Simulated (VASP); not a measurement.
```xyz
2
Lattice="0.0000 3.2242 3.2242 3.2242 0.0000 3.2242 3.2242 3.2242 0.0000" Properties=species:S:1:pos:R:3 pbc="T T T"
Hg     0.0000     0.0000     0.0000
Te     1.6121     1.6121     1.6121
```

Computed with LDA (Ceperley-Alder, Perdew-Zunger), VASP's LDA PAW potentials (set 64) (plane waves; VASP 6.6.1). Settings: 520 eV cut-off, 11×11×11 Γ-centred mesh, tetrahedra with Blöchl corrections, potentials Hg Te.

Unless said otherwise, spin-orbit coupling is left out, though it shifts the bands of the heavy elements here.

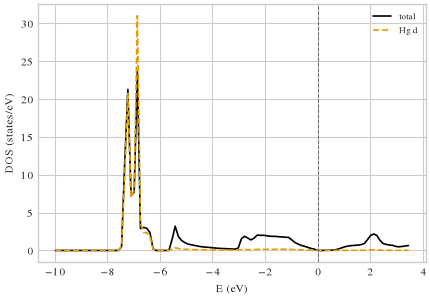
Fig. 1. Total and projected density of states, zero at the Fermi level

Within 2 eV below the Fermi level the largest weight inside VASP's projection spheres is Te p, then Hg d.

It has no gap at this level: it comes out as a metal or semimetal.

The compound is HgTe in the zinc blende structure. It was relaxed first.
